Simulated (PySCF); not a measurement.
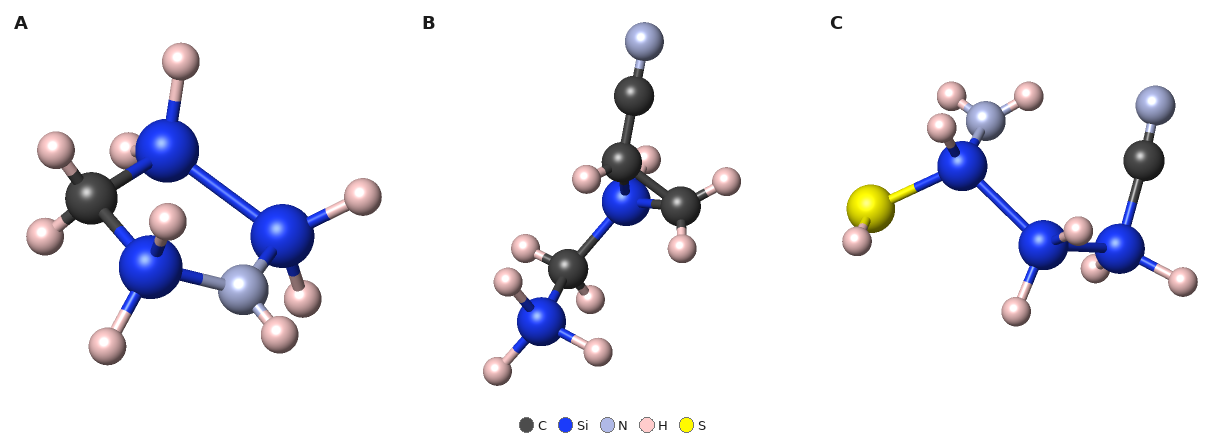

The picture comes from a calculation with PySCF.

Match each picture to its SMILES.
(1) C1[SiH2]N[SiH2][SiH2]1
(2) N#C[C@@H]1C[Si@H]1C[SiH3]
(3) N#C[SiH2][SiH2][Si@@H](N)S

Answer. A is (1), B is (2), C is (3).
